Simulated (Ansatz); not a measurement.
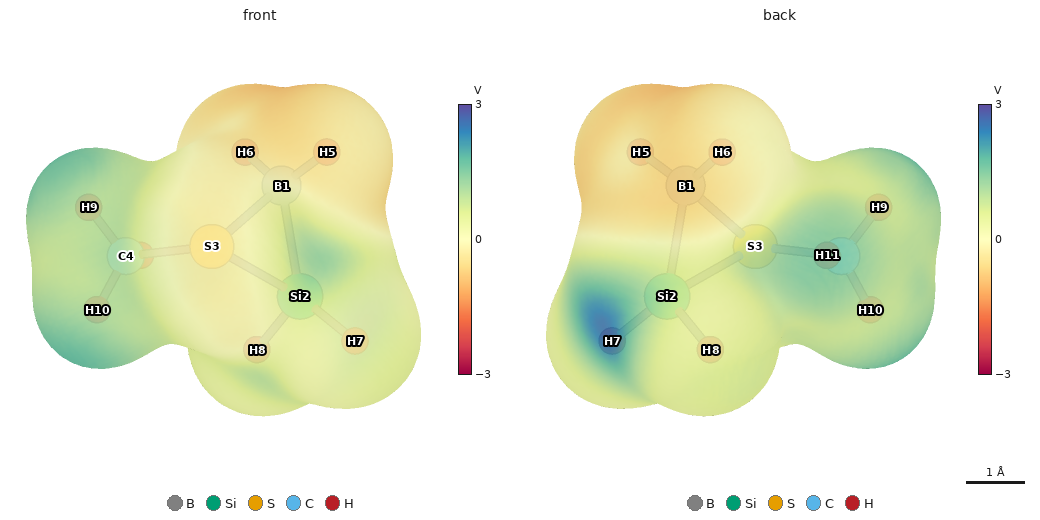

*CH7BSSi. The electrostatic potential painted on the density surface at 0.004 e/bohr³, seen from the front and from behind; red is negative and blue positive.*

Geometry: PBE0-D4/def2-TZVP.

All numbers below come from RKS PBE0-D4/def2-TZVPP in Ansatz 0.2.0.

The calculation's input:

```
crystal:
  periodic: [false, false, false]
  atoms:
    - {symbol: B, position_ang: [-0.805066, 1.305454, 0.078181]}
    - {symbol: Si, position_ang: [0.472996, 0.792116, -1.320624]}
    - {symbol: S, position_ang: [0.738447, 0.278032, 0.837789]}
    - {symbol: C, position_ang: [0.109692, -1.416939, 0.869902]}
    - {symbol: H, position_ang: [-0.718892, 2.439306, 0.451940]}
    - {symbol: H, position_ang: [-1.822585, 0.691359, 0.212202]}
    - {symbol: H, position_ang: [1.642891, 1.608976, -1.730219]}
    - {symbol: H, position_ang: [0.498179, -0.509415, -2.037805]}
    - {symbol: H, position_ang: [-0.369977, -1.574651, 1.835470]}
    - {symbol: H, position_ang: [0.941304, -2.109433, 0.747686]}
    - {symbol: H, position_ang: [-0.621589, -1.561806, 0.076178]}
basis:
  gaussian: {orbitals: def2-TZVPP}
hamiltonian: {xc: pbe0, dispersion: d4}
output: {orbitals: {seedname: orbitals}}
```

Run with:

```sh
ansatz run in.yaml --threads 2 --pin off --events-out ev --progress --plain --max-ram 4352MiB
```

> Which sites attract a positive test charge, and which a negative one?

A positive charge is drawn to the negative regions and a negative charge to the positive ones. The most negative region (about −0.9 V) lies over H5, the most positive (about +2.4 V) over Si2.
